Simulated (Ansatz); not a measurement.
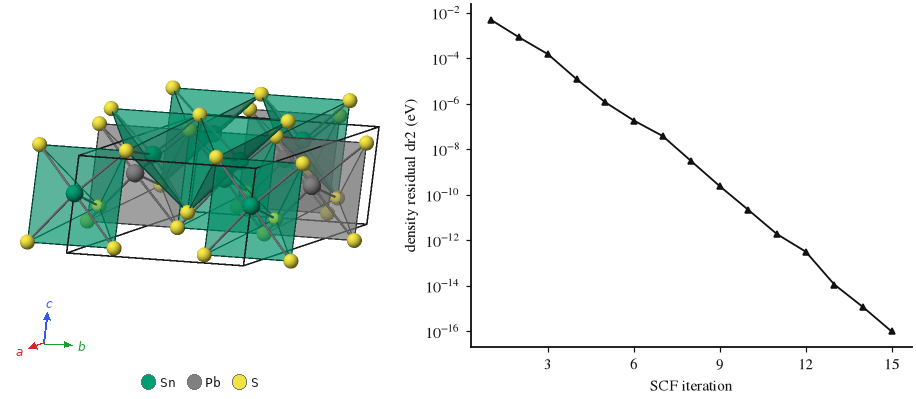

Beside the plot: the structure in its conventional cell.

The plot shows the SCF iterations of a calculation: density residual dr2. The starting density is a sum of atomic densities corrected by a trained network.

Sn3PbS4 (8 atoms in the cell), run with Ansatz.

```
crystal:
  lattice:
    - [6.2252868, -4.14164, 0.0]
    - [6.2252868, 4.14164, 0.0]
    - [-1.2320641, 0.0, 4.0163001]
  atoms:
    - { symbol: Sn, position: [0.989706, 0.496869, 0.060893] }
    - { symbol: Sn, position: [0.004103, 0.004103, 0.390856] }
    - { symbol: Sn, position: [0.496869, 0.989706, 0.060893] }
    - { symbol: Pb, position: [0.495439, 0.495439, 0.393228] }
    - { symbol: S, position: [0.271643, 0.781611, 0.93138] }
    - { symbol: S, position: [0.224147, 0.224147, 0.614124] }
    - { symbol: S, position: [0.72538, 0.72538, 0.614827] }
    - { symbol: S, position: [0.781611, 0.271643, 0.93138] }
basis:
  ecutwfc: 420
kpoints:
  mp_grid: { grid: [4, 4, 8] }
hamiltonian:
  xc: pbe
scf:
  occupations: { method: gaussian, width: 0.02 }
  convergence: { dr2_threshold: 1.0e-16 }
  max_iter: 80
output:
  forces: true
  eigenvalues: true
  stress: true
```

Launched with:
```bash
ansatz run input.yaml --threads 4 --pin off --max-ram 8192MiB --backend cpu --events-out ev --progress --plain --runs-dir out
```

Was self-consistency reached?

Answer. The run converged; it took 15 iterations. The residual falls at every step.

What is the residual at the start and at the end?

Answer. It starts near 5 × 10⁻³ and ends near 10⁻¹⁶ eV.

Is anything amiss with this input?

Answer. The input holds an odd setting (a threshold meant to be out of reach), but it does no harm here: the energy lies within 1 meV per atom of a run with usual settings.
